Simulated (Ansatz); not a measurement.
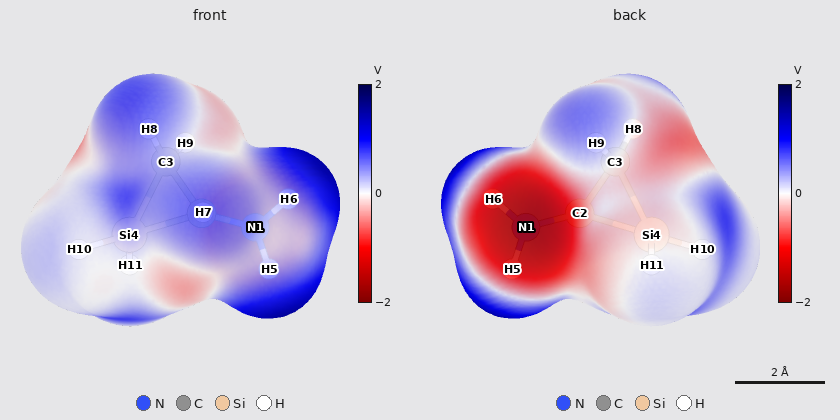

The picture shows: C₂H₇NSi (SMILES NC1C[SiH2]1). The electrostatic potential painted on the density surface at 0.002 e/bohr³, seen from the front and from behind; the colour scale runs from red (negative) to blue (positive).

Geometry: PBE0-D4/def2-TZVP.

Method: Ansatz 0.2.0, RKS PBE0-D4/def2-TZVPP.

The calculation's input:

```
crystal:
  periodic: [false, false, false]
  atoms:
    - {symbol: N, position_ang: [-1.337217, 0.826076, -0.314151]}
    - {symbol: C, position_ang: [0.048130, 0.587387, -0.015126]}
    - {symbol: C, position_ang: [0.296138, -0.519690, 1.025200]}
    - {symbol: Si, position_ang: [0.844954, -0.955872, -0.685052]}
    - {symbol: H, position_ang: [-1.450353, 1.288254, -1.205983]}
    - {symbol: H, position_ang: [-1.773953, 1.401479, 0.397493]}
    - {symbol: H, position_ang: [0.701428, 1.454152, 0.118637]}
    - {symbol: H, position_ang: [1.025095, -0.311653, 1.801261]}
    - {symbol: H, position_ang: [-0.607948, -0.996975, 1.390622]}
    - {symbol: H, position_ang: [2.288737, -0.939911, -1.005460]}
    - {symbol: H, position_ang: [0.030288, -1.890147, -1.486841]}
basis:
  gaussian: {orbitals: def2-TZVPP}
hamiltonian: {xc: pbe0, dispersion: d4}
output: {orbitals: {seedname: orbitals}}
```

Run with:

```sh
ansatz run in.yaml --threads 2 --pin off --events-out ev --progress --plain --max-ram 4352MiB
```

> Which sites attract a positive test charge, and which a negative one?

A positive charge is drawn to the negative regions and a negative charge to the positive ones. The most negative region (about −1.6 V) lies over N1, the most positive (about +1.4 V) over H5 and H6. N1 is the likeliest acceptor of a hydrogen bond.
